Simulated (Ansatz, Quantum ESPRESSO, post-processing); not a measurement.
# Gate doping of honeycomb AsN, 2 layers, AB stacking, part 5 of 7

How rigid are the bands of honeycomb AsN, 2 layers, AB stacking under field-effect doping?

Quantum ESPRESSO 7.5; plane-wave DFT, PBE, GBRV ultrasoft pseudopotentials; geometry by Ansatz 0.2.0 with PAW datasets.

So far. Step 7 (Self-consistent run: charge 0.0154 e against a gate): The run needed 14 iterations to bring the estimated error under 1e-07 Ry. Step 8 (Density by pp.x): The density integrates to 19.985 electrons, as the 19.98 of the input ask.

## 11. Self-consistent run: charge 0.0461 e against a gate

File g2.in:

```
&control
  prefix = 'g2'
  outdir = './out'
  pseudo_dir = './pseudo'
  calculation = 'scf'
  tprnfor = .true.
  tefield = .true.
  dipfield = .true.
  gate = .true.
/
&system
  ibrav = 0
  nat = 4
  ntyp = 2
  ecutwfc = 40
  ecutrho = 200
  occupations = 'smearing'
  smearing = 'fd'
  degauss = 0.004
  edir = 3
  emaxpos = 0.200922
  eopreg = 0.01
  eamp = 0.0
  zgate = 0.212922
  block = .true.
  block_1 = 0.139501
  block_2 = 0.286344
  block_height = 2.0
  tot_charge = 0.0461
  nbnd = 16
/
&electrons
  conv_thr = 1e-07
  mixing_beta = 0.4
  electron_maxstep = 120
  mixing_mode = 'local-TF'
  startingpot = 'file'
/
ATOMIC_SPECIES
  N   14.0070  n_pbe_v1.2.uspp.F.UPF
  As  74.9216  as_pbe_v1.uspp.F.UPF
CELL_PARAMETERS angstrom
  2.95552558194245 -0.00000000000000 -0.00000000000000
  -1.47776279097123 2.55956023549695 -0.00000000000000
  -0.00000000000000 -0.00000000000000 27.24000000000000
ATOMIC_POSITIONS crystal
  N   0.666666666667 0.333333333333 0.406604666595
  As  0.333333333333 0.666666666667 0.441457616369
  N   -0.000000000000 -0.000000000000 0.558430446622
  As  0.666666666667 0.333333333333 0.593507270414
K_POINTS automatic
  12 12 1 0 0 0
```

Launch:

```
$ cp -r out/g1.save out/g2.save
$ OMP_NUM_THREADS=1 mpirun -n 4 pw.x -nk 4 -in g2.in > g2.out
```

What it wrote:

```text
[banner, memory and clock lines left out]
Program PWSCF v.7.5 starts
[...]
Message from routine setup:
[...]
number of electrons       =        19.95
     number of Kohn-Sham states=           16
     kinetic-energy cutoff     =      40.0000  Ry
     charge density cutoff     =     200.0000  Ry
[...]
number of k points=    19  Fermi-Dirac smearing, width (Ry)=  0.0040
[...]
Dense  grid:    66579 G-vectors     FFT dimensions: (  25,  25, 240)
[...]
The initial density is read from file :
[...]
negative rho (up, down):  4.215E-04 0.000E+00
[...]
Starting wfcs are   16 randomized atomic wfcs
[...]
negative rho (up, down):  7.876E-04 0.000E+00
[...]
estimated scf accuracy    <       2.21563684 Ry
[...]
negative rho (up, down):  1.288E-03 0.000E+00
[...]
estimated scf accuracy    <       0.02536188 Ry
[...]
negative rho (up, down):  2.056E-03 0.000E+00
[...]
estimated scf accuracy    <       0.02597151 Ry
[...]
negative rho (up, down):  2.169E-03 0.000E+00
[...]
estimated scf accuracy    <       0.01150920 Ry
[...]
negative rho (up, down):  2.123E-03 0.000E+00
[...]
estimated scf accuracy    <       0.00078387 Ry
[...]
negative rho (up, down):  1.373E-03 0.000E+00
[...]
estimated scf accuracy    <       0.00072124 Ry
[...]
negative rho (up, down):  6.782E-04 0.000E+00
[...]
estimated scf accuracy    <       0.00052583 Ry
[...]
negative rho (up, down):  2.372E-04 0.000E+00
[...]
estimated scf accuracy    <       0.00050135 Ry
[...]
negative rho (up, down):  1.006E-04 0.000E+00
[...]
estimated scf accuracy    <       0.00018566 Ry
[...]
negative rho (up, down):  2.064E-04 0.000E+00
[...]
estimated scf accuracy    <       0.00041232 Ry
[...]
negative rho (up, down):  1.001E-04 0.000E+00
[...]
estimated scf accuracy    <       0.00025444 Ry
[...]
negative rho (up, down):  1.365E-04 0.000E+00
[...]
estimated scf accuracy    <       0.00005523 Ry
[...]
negative rho (up, down):  3.817E-04 0.000E+00
[...]
estimated scf accuracy    <       0.00005429 Ry
[...]
negative rho (up, down):  3.992E-04 0.000E+00
[...]
estimated scf accuracy    <       0.00000256 Ry
[...]
negative rho (up, down):  3.891E-04 0.000E+00
[...]
estimated scf accuracy    <       0.00000288 Ry
[...]
negative rho (up, down):  4.294E-04 0.000E+00
[...]
estimated scf accuracy    <       0.00000147 Ry
[...]
negative rho (up, down):  4.206E-04 0.000E+00
[...]
Total length         50.9614 bohr
[...]
estimated scf accuracy    <       0.00000089 Ry
[...]
negative rho (up, down):  4.272E-04 0.000E+00
[...]
Computed dipole along edir(3) :
[...]
Dipole                0.6541 Ry au,          1.6626 Debye
        Dipole field          0.0059 Ry au,
        Potential amp.       -0.6025 Ry
        Total length         50.9614 bohr
[...]
the Fermi energy is    -1.7020 ev
!    total energy              =    -116.90814142 Ry
     estimated scf accuracy    <       0.00000004 Ry
     smearing contrib. (-TS)   =      -0.00079743 Ry
     internal energy E=F+TS    =    -116.90734399 Ry
[...]
one-electron contribution =    -843.57734595 Ry
     hartree contribution      =     425.13140494 Ry
     xc contribution           =     -73.70038364 Ry
     ewald contribution        =     370.84233101 Ry
     electric field correction =       0.00386635 Ry
     gate field correction     =       4.39278329 Ry
     convergence has been achieved in  18 iterations
     negative rho (up, down):  4.272E-04 0.000E+00
[...]
Total force =     0.016818     Total SCF correction =     0.000598
[...]
```

The job ended after 23 s (4 MPI ranks of Arm Neoverse V2, shared host; peak memory 0.39 GiB; 91 s of CPU time).

This step gave:

* Fermi energy: -1.702 eV

## 12. Density by pp.x

File g2.rho.in:

```
&inputpp
  prefix = 'g2'
  outdir = './out'
  filplot = 'g2.rho.dat'
  plot_num = 0
/
```

Launch:

```
$ OMP_NUM_THREADS=1 mpirun -n 4 pp.x -in g2.rho.in > g2.rho.out
```

Run time: 0.84 s. Hardware: 4 MPI ranks; peak memory 0.11 GiB; 3 s of CPU time.

Numbers from this step:

```
electrons by integration : 19.95 e
```

## 13. Electrostatic potential

plot_num = 11 writes the bare and Hartree potential. It leaves out exchange and correlation, which fade slowly, so it flattens close to the surface.

File g2.pot.in:

```
&inputpp
  prefix = 'g2'
  outdir = './out'
  filplot = 'g2.pot.dat'
  plot_num = 11
/
```

Launch:

```
$ OMP_NUM_THREADS=1 mpirun -n 4 pp.x -in g2.pot.in > g2.pot.out
```

The job ended after 0.83 s (4 MPI ranks; peak memory 0.11 GiB; 3 s of CPU time).

## 14. Bands along a path: charge 0.0461 e against a gate

File g2.bands.in:

```
&control
  prefix = 'g2.bands'
  outdir = './out'
  pseudo_dir = './pseudo'
  calculation = 'bands'
  tefield = .true.
  dipfield = .true.
  gate = .true.
/
&system
  ibrav = 0
  nat = 4
  ntyp = 2
  ecutwfc = 40
  ecutrho = 200
  occupations = 'smearing'
  smearing = 'fd'
  degauss = 0.004
  edir = 3
  emaxpos = 0.200922
  eopreg = 0.01
  eamp = 0.0
  zgate = 0.212922
  block = .true.
  block_1 = 0.139501
  block_2 = 0.286344
  block_height = 2.0
  tot_charge = 0.0461
  nbnd = 16
/
&electrons
  conv_thr = 1e-07
  mixing_beta = 0.4
  electron_maxstep = 120
  mixing_mode = 'local-TF'
/
ATOMIC_SPECIES
  N   14.0070  n_pbe_v1.2.uspp.F.UPF
  As  74.9216  as_pbe_v1.uspp.F.UPF
CELL_PARAMETERS angstrom
  2.95552558194245 -0.00000000000000 -0.00000000000000
  -1.47776279097123 2.55956023549695 -0.00000000000000
  -0.00000000000000 -0.00000000000000 27.24000000000000
ATOMIC_POSITIONS crystal
  N   0.666666666667 0.333333333333 0.406604666595
  As  0.333333333333 0.666666666667 0.441457616369
  N   -0.000000000000 -0.000000000000 0.558430446622
  As  0.666666666667 0.333333333333 0.593507270414
K_POINTS crystal_b
4
  0.0000000000 0.0000000000 0.0000000000 14
  0.5000000000 0.0000000000 0.0000000000 14
  0.3333333333 0.3333333333 0.0000000000 14
  0.0000000000 0.0000000000 0.0000000000 1
```

Launch:

```
$ cp -r out/g2.save out/g2.bands.save
$ cp out/g2.xml out/g2.bands.xml
$ OMP_NUM_THREADS=1 mpirun -n 4 pw.x -nk 4 -in g2.bands.in > g2.bands.out
```

What it wrote:

```text
[banner, memory and clock lines left out]
Program PWSCF v.7.5 starts
[citation notice left out]

[...]
Message from routine setup:
[...]
bravais-lattice index     =            0
     lattice parameter (alat)  =       5.5851  a.u.
     unit-cell volume          =    1390.6050 (a.u.)^3
     number of atoms/cell      =            4
     number of atomic types    =            2
     number of electrons       =        19.95
     number of Kohn-Sham states=           16
     kinetic-energy cutoff     =      40.0000  Ry
     charge density cutoff     =     200.0000  Ry
     Exchange-correlation= SLA  PW   PBE  PBE
                           (   1   4   3   4   0   0   0)

[...]
PseudoPot. # 1 for N  read from file:
     ./pseudo/n_pbe_v1.2.uspp.F.UPF
     Pseudo is Ultrasoft + core correction, Zval =  5.0
     Generated by new atomic code, or converted to UPF format
     Using radial grid of  729 points,  4 beta functions with:
                l(1) =   0
                l(2) =   0
                l(3) =   1
                l(4) =   1
     Q(r) pseudized with  8 coefficients,  rinner =    0.900   0.900   0.900

     PseudoPot. # 2 for As read from file:
     ./pseudo/as_pbe_v1.uspp.F.UPF
     Pseudo is Ultrasoft + core correction, Zval =  5.0
     Generated by new atomic code, or converted to UPF format
     Using radial grid of  875 points,  6 beta functions with:
                l(1) =   0
                l(2) =   0
                l(3) =   1
                l(4) =   1
                l(5) =   2
                l(6) =   2
     Q(r) pseudized with  8 coefficients,  rinner =    1.300   1.300   1.300
                                                       1.300   1.300

     atomic species   valence    mass     pseudopotential
     N                 5.00    14.00700     N ( 1.00)
     As                5.00    74.92160     As( 1.00)

      6 Sym. Ops. (no inversion) found

                                    s                        frac. trans.

      isym =  1     identity

 cryst.   s( 1) = (     1          0          0      )
                  (     0          1          0      )
                  (     0          0          1      )

 cart.    s( 1) = (  1.0000000 -0.0000000  0.0000000 )
                  (  0.0000000  1.0000000  0.0000000 )
                  (  0.0000000  0.0000000  1.0000000 )

      isym =  2     120 deg rotation - cryst. axis [0,0,1]

 cryst.   s( 2) = (     0          1          0      )
                  (    -1         -1          0      )
                  (     0          0          1      )

 cart.    s( 2) = ( -0.5000000 -0.8660254  0.0000000 )
                  (  0.8660254 -0.5000000  0.0000000 )
                  (  0.0000000  0.0000000  1.0000000 )

      isym =  3     120 deg rotation - cryst. axis [0,0,-1]

 cryst.   s( 3) = (    -1         -1          0      )
                  (     1          0          0      )
                  (     0          0          1      )

 cart.    s( 3) = ( -0.5000000  0.8660254  0.0000000 )
                  ( -0.8660254 -0.5000000  0.0000000 )
                  (  0.0000000  0.0000000  1.0000000 )

      isym =  4     inv. 180 deg rotation - cart. axis [1,0,0]

 cryst.   s( 4) = (    -1          0          0      )
                  (     1          1          0      )
                  (     0          0          1      )

 cart.    s( 4) = ( -1.0000000 -0.0000000  0.0000000 )
                  (  0.0000000  1.0000000  0.0000000 )
                  (  0.0000000  0.0000000  1.0000000 )

      isym =  5     inv. 180 deg rotation - cryst. axis [0,1,0]

 cryst.   s( 5) = (     1          1          0      )
                  (     0         -1          0      )
                  (     0          0          1      )

 cart.    s( 5) = (  0.5000000  0.8660254  0.0000000 )
                  (  0.8660254 -0.5000000  0.0000000 )
                  (  0.0000000  0.0000000  1.0000000 )

      isym =  6     inv. 180 deg rotation - cryst. axis [1,1,0]

 cryst.   s( 6) = (     0         -1          0      )
                  (    -1          0          0      )
                  (     0          0          1      )

 cart.    s( 6) = (  0.5000000 -0.8660254  0.0000000 )
                  ( -0.8660254 -0.5000000  0.0000000 )
                  (  0.0000000  0.0000000  1.0000000 )

[...]
number of k points=    43  Fermi-Dirac smearing, width (Ry)=  0.0040
[...]
Dense  grid:    66579 G-vectors     FFT dimensions: (  25,  25, 240)

     Smooth grid:    47643 G-vectors     FFT dimensions: (  24,  24, 216)

     Dynamical RAM for                 wfc:       1.45 MB

     Dynamical RAM for     wfc (w. buffer):       1.45 MB

     Dynamical RAM for           str. fact:       2.03 MB

     Dynamical RAM for           local pot:       0.00 MB

     Dynamical RAM for          nlocal pot:       4.71 MB

     Dynamical RAM for                qrad:       2.27 MB

     Dynamical RAM for          rho,v,vnew:       6.48 MB

     Dynamical RAM for           G-vectors:       4.17 MB

     Dynamical RAM for          h,s,v(r/c):       0.05 MB

     Dynamical RAM for          <psi|beta>:       0.01 MB

     Dynamical RAM for                 psi:       2.90 MB

     Dynamical RAM for                hpsi:       2.90 MB

     Dynamical RAM for                spsi:       2.90 MB

     Dynamical RAM for      wfcinit/wfcrot:       2.91 MB

     Dynamical RAM for           addusdens:      48.51 MB

     Adding charged plate to compensate the charge of the system - add_gatefield
     see PRB 89, 245406 (2014), works only for 2D systems perpendicular to z
                                i.e. 3rd lattice vector is (0,0,c)

        prefactor of the potential in [Ha a.u.]:     0.010722
               position of the gate within cell:     0.21292
         ion-gate + gate-gate contribution to the total energy:     4.392783
                         gate-gate contribution:     0.004241

        Adding potential to prevent charge spilling into region of the gate
        Potential is linearly increased and decreased within the first/last eopreg of block_size
        block_size =  0.14684 in units of unit cell length
        block_height =  2.00000 in Ry

     The potential is recalculated from file :
     ./out/g2.bands.save/charge-density

     negative rho (up, down):  4.272E-04 0.000E+00

     Adding external electric field

     Computed dipole along edir(3) :
        Elec. dipole         -1.9111 Ry au,         -4.8576 Debye
        Ion. dipole          -1.9052 Ry au,         -4.8425 Debye
        Dipole                0.6541 Ry au,          1.6626 Debye
        Dipole field          0.0059 Ry au,

        Potential amp.       -0.6025 Ry
        Total length         50.9614 bohr

     Starting wfcs are   16 randomized atomic wfcs

     Band Structure Calculation
     Davidson diagonalization with overlap

     Computing kpt #:     1  of    11 on this pool

     Computing kpt #:     2  of    11 on this pool

     Computing kpt #:     3  of    11 on this pool

     Computing kpt #:     4  of    11 on this pool

     Computing kpt #:     5  of    11 on this pool

     Computing kpt #:     6  of    11 on this pool

     Computing kpt #:     7  of    11 on this pool

     Computing kpt #:     8  of    11 on this pool

     Computing kpt #:     9  of    11 on this pool

     Computing kpt #:    10  of    11 on this pool

     Computing kpt #:    11  of    11 on this pool

     ethr =  5.01E-10,  avg # of iterations = 65.0

     End of band structure calculation

          k = 0.0000 0.0000 0.0000 (  5995 PWs)   bands (ev):

   -21.3628 -19.8513 -11.2913  -9.6234  -5.0521  -5.0521  -4.1275  -3.5358
    -3.5358  -2.0548  -0.8159   1.0622   1.8275   2.2868   2.9735   2.9735

          k = 0.0357 0.0206 0.0000 (  5993 PWs)   bands (ev):

   -21.3396 -19.8282 -11.2780  -9.6120  -5.2181  -5.0833  -4.0962  -3.6947
    -3.5671  -2.0234  -0.7026   1.1685   1.8586   2.3167   2.8724   3.0008

[...]
```

It took 24 s on 4 MPI ranks; peak memory 0.31 GiB; 96 s of CPU time.

This step gave:

```
valence top, on the run's zero       : -1.790 eV
conduction bottom, on the run's zero : -1.587 eV
gap by band count                    : 0.2027 eV
```

Band numbers count within the set of bands kept for display. Electronic bands along the path, in eV, zero at the Fermi level; v1 is the highest filled band, c1 the lowest empty one:

```tsv
point	v4	v3	v2	v1	c1	c2	c3	c4
Γ	-2.43	-1.83	-1.83	-0.35	0.89	2.76	3.53	3.99
M	-3.95	-3.70	-3.14	-1.50	0.11	1.76	3.82	5.32
K	-4.28	-3.15	-2.60	-1.63	0.90	2.42	3.55	4.95
Γ	-2.43	-1.83	-1.83	-0.35	0.89	2.76	3.53	3.99
```

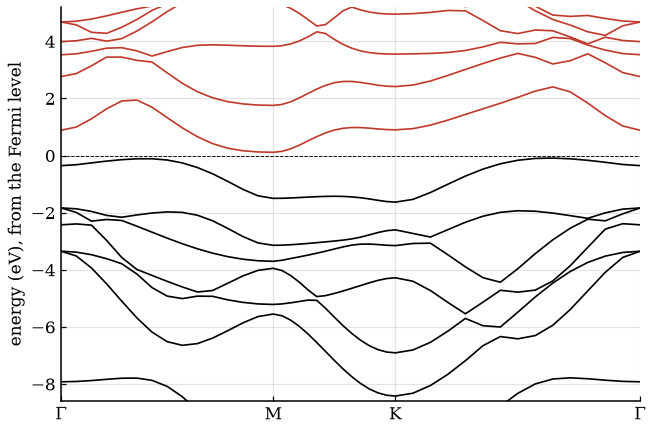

Electronic bands along the path; lines of filled and empty bands in two colours.

Along this path the valence top lies between K and Γ and the conduction bottom at M.

## 15. Induced charge

The planar mean oscillates, so the rows of the table below give means over windows of 2 Å about each position, cut where the curve ends. Its maxima inside the range that stand out by 2 % of the span (Å: e/Å³): 11.1: 2.6e-5, 12.1: 7.5e-4, 14.0: 6.2e-5, 15.3: 1.6e-4. Its minima: 10.4: -0.00484, 11.5: -0.00182, 12.9: -4.3e-4, 14.9: -2.5e-4.

The planar mean by z; means over each step:

```tsv
z (Å)	planar mean (e/Å³)
4	0
6	-6.0e-7
8	-9.7e-5
10	-0.00258
12	-2.9e-4
14	-1.0e-4
16	2.0e-5
18	-6.9e-7
20	0
```

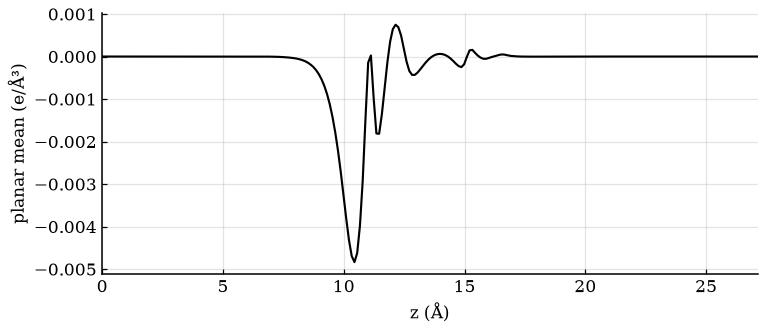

Planar mean, plotted against z.

Running integral, electrons below z against z:

```tsv
z (Å)	running integral, electrons below z (e/Å²)
5.0	-9.2e-9
7.5	-5.7e-6
10.0	-0.00191
12.5	-0.00578
15.0	-0.00614
17.5	-0.00609
20.0	-0.00609
22.5	-0.00609
25.0	-0.00609
```

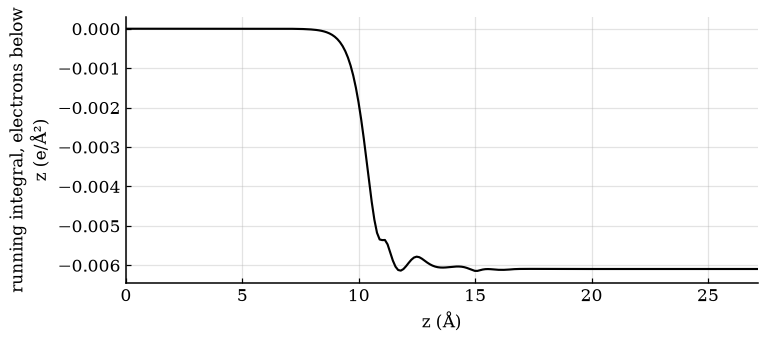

Running integral, electrons below z against z.

## 16. Ground state: charge 0.0923 e against a gate

g3.in is the input of step 11 with these lines changed:

```diff
@@ -1,3 +1,3 @@
 &control
-  prefix = 'g2'
+  prefix = 'g3'
   outdir = './out'
@@ -28,3 +28,3 @@
   block_height = 2.0
-  tot_charge = 0.0461
+  tot_charge = 0.0923
   nbnd = 16
```

Launch:

```
$ cp -r out/g2.save out/g3.save
$ OMP_NUM_THREADS=1 mpirun -n 4 pw.x -nk 4 -in g3.in > g3.out
```

What it wrote:

```text
[banner, memory and clock lines left out]
Program PWSCF v.7.5 starts
[...]
Message from routine setup:
[...]
number of electrons       =        19.91
     number of Kohn-Sham states=           16
     kinetic-energy cutoff     =      40.0000  Ry
     charge density cutoff     =     200.0000  Ry
[...]
number of k points=    19  Fermi-Dirac smearing, width (Ry)=  0.0040
[...]
Dense  grid:    66579 G-vectors     FFT dimensions: (  25,  25, 240)
[...]
The initial density is read from file :
[...]
negative rho (up, down):  4.262E-04 0.000E+00
[...]
Starting wfcs are   16 randomized atomic wfcs
[...]
negative rho (up, down):  1.583E-03 0.000E+00
[...]
estimated scf accuracy    <       4.97316259 Ry
[...]
negative rho (up, down):  2.472E-03 0.000E+00
[...]
estimated scf accuracy    <       0.08372566 Ry
[...]
negative rho (up, down):  3.835E-03 0.000E+00
[...]
estimated scf accuracy    <       0.06548194 Ry
[...]
negative rho (up, down):  3.875E-03 0.000E+00
[...]
estimated scf accuracy    <       0.01460568 Ry
[...]
negative rho (up, down):  3.686E-03 0.000E+00
[...]
estimated scf accuracy    <       0.00210102 Ry
[...]
negative rho (up, down):  2.804E-03 0.000E+00
[...]
estimated scf accuracy    <       0.00107660 Ry
[...]
negative rho (up, down):  1.295E-03 0.000E+00
[...]
estimated scf accuracy    <       0.00099216 Ry
[...]
negative rho (up, down):  4.113E-04 0.000E+00
[...]
estimated scf accuracy    <       0.00088409 Ry
[...]
negative rho (up, down):  4.123E-05 0.000E+00
[...]
estimated scf accuracy    <       0.00036428 Ry
[...]
negative rho (up, down):  1.300E-04 0.000E+00
[...]
estimated scf accuracy    <       0.00019372 Ry
[...]
negative rho (up, down):  6.571E-05 0.000E+00
[...]
estimated scf accuracy    <       0.00105918 Ry
[...]
negative rho (up, down):  6.139E-05 0.000E+00
[...]
estimated scf accuracy    <       0.00013406 Ry
[...]
negative rho (up, down):  3.388E-04 0.000E+00
[...]
estimated scf accuracy    <       0.00007258 Ry
[...]
negative rho (up, down):  5.471E-04 0.000E+00
[...]
estimated scf accuracy    <       0.00005256 Ry
[...]
negative rho (up, down):  4.203E-04 0.000E+00
[...]
estimated scf accuracy    <       0.00000818 Ry
[...]
negative rho (up, down):  4.255E-04 0.000E+00
[...]
estimated scf accuracy    <       0.00001967 Ry
[...]
negative rho (up, down):  4.366E-04 0.000E+00
[...]
estimated scf accuracy    <       0.00000172 Ry
[...]
negative rho (up, down):  4.293E-04 0.000E+00
[...]
estimated scf accuracy    <       0.00000303 Ry
[...]
negative rho (up, down):  4.357E-04 0.000E+00
[...]
Total length         50.9614 bohr
[...]
estimated scf accuracy    <       0.00000082 Ry
[...]
negative rho (up, down):  4.352E-04 0.000E+00
[...]
Computed dipole along edir(3) :
[...]
Dipole                1.0537 Ry au,          2.6784 Debye
        Dipole field          0.0095 Ry au,
        Potential amp.       -0.9705 Ry
        Total length         50.9614 bohr
[...]
the Fermi energy is    -2.1422 ev
!    total energy              =    -113.15777239 Ry
     estimated scf accuracy    <       0.00000006 Ry
     smearing contrib. (-TS)   =      -0.00118999 Ry
     internal energy E=F+TS    =    -113.15658240 Ry
[...]
one-electron contribution =    -842.78476424 Ry
     hartree contribution      =     423.62859960 Ry
     xc contribution           =     -73.66489637 Ry
     ewald contribution        =     370.84233101 Ry
     electric field correction =       0.01003413 Ry
     gate field correction     =       8.81211348 Ry
     convergence has been achieved in  20 iterations
     negative rho (up, down):  4.352E-04 0.000E+00
[...]
Total force =     0.018974     Total SCF correction =     0.000863
[...]
```

Elapsed: 26 s, on 4 MPI ranks; peak memory 0.53 GiB.

Read from the output:

* Fermi energy: -2.142 eV

## 17. Valence density

File g3.rho.in:

```
&inputpp
  prefix = 'g3'
  outdir = './out'
  filplot = 'g3.rho.dat'
  plot_num = 0
/
```

Launch:

```
$ OMP_NUM_THREADS=1 mpirun -n 4 pp.x -in g3.rho.in > g3.rho.out
```

It took 0.83 s on 4 MPI ranks; peak memory 0.11 GiB.

Read from the output:

```
electrons by integration : 19.91 e
```

(Part 5 of 7 ends here.)

[Logs are printed without paths, hosts, clocks, repeated set-up lines and the standing remarks that a program may print on its own settings, such as how far it seeks lower states.]

[Hosts, paths, dates, database ids (printed as entryN), source tags and the programs' standing remarks are cut or masked in the printed files.]

[Maps of the electrostatic potential energy from Ansatz leave out the sawtooth potential of an applied field or a dipole correction, so their vacuum need not be flat; planar profiles and work functions include it.]
